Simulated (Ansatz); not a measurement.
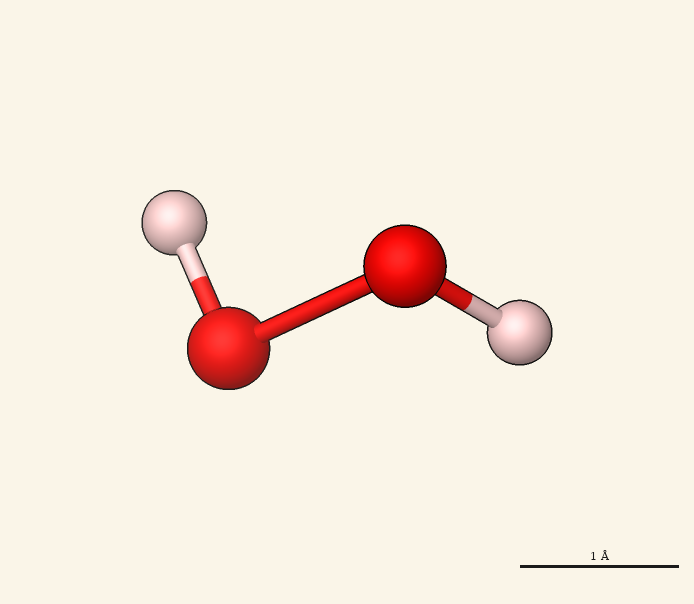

The picture shows a molecular structure as a ball-and-stick model. Colours: oxygen red, hydrogen pink.

Describe the molecule.

Formula H₂O₂. The point group is C2. Coordination: 2 O bent.

More results for the same structure follow; atom numbers are the same in all pictures, views and colours differ. The computed structure is the end point of a PBE0-D4/def2-TZVP optimisation. No frequency run is at hand to confirm it as a minimum.

Geometry

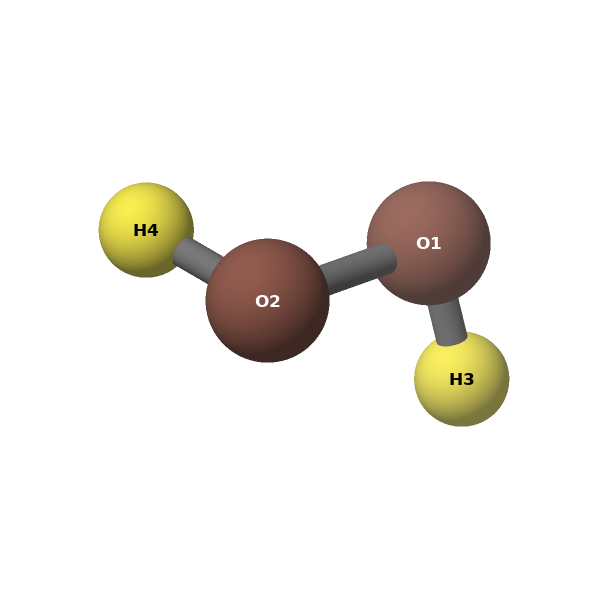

The atoms are numbered. No frequency run is at hand to confirm it as a minimum.

Which atoms are bonded, and how long are the bonds?

| bond | length (Å) |
| --- | --- |
| O1–O2 | 1.426 |
| O1–H3 | 0.965 |
| O2–H4 | 0.965 |

Electronic properties

No frequency run is at hand to confirm it as a minimum. Method: RHF-CCSD(T), frozen core/def2-TZVPPD (Ansatz 0.2.0).

**Give the T1 diagnostic at this level.**

0.012.

Dipole moment

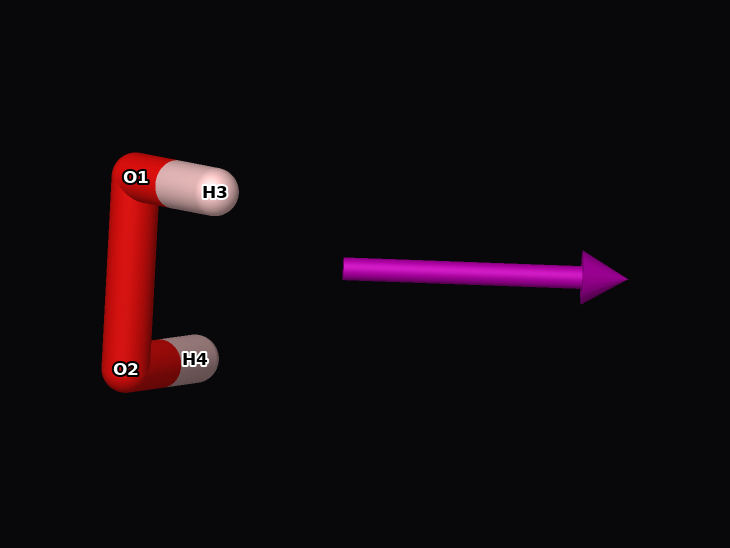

The arrow beside the molecule shows the direction of the dipole moment, from the negative to the positive end (its length means nothing). No frequency run is at hand to confirm it as a minimum. Method: RKS PBE0-D4/def2-TZVP (Ansatz 0.2.0).

**Estimate the dipole moment.**

1.86 D; it points from the side of O1, O2 to the side of H3, H4 (the outermost atoms at the two ends).

Charges

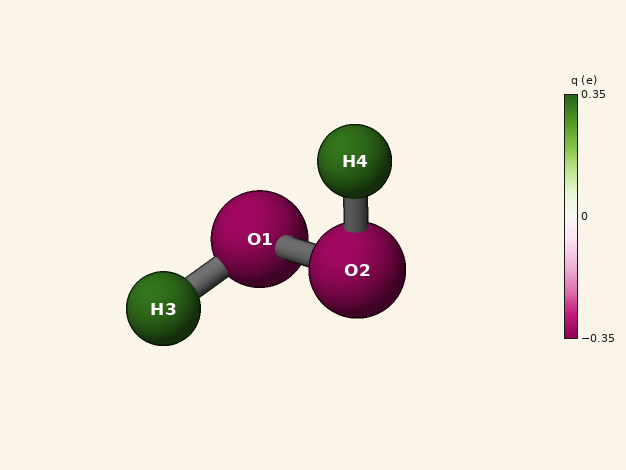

Atoms are coloured by their Mulliken charges. No frequency run is at hand to confirm it as a minimum. Properties computed with RKS PBE0-D4/def2-TZVP (Ansatz 0.2.0).

Give the Mulliken charges atom by atom.

```json
{"atom": "O1", "value (e)": "−0.33"}
{"atom": "O2", "value (e)": "−0.33"}
{"atom": "H3", "value (e)": "0.33"}
{"atom": "H4", "value (e)": "0.33"}
```

Mulliken values depend strongly on the basis set and can even reverse the polarity of a bond.
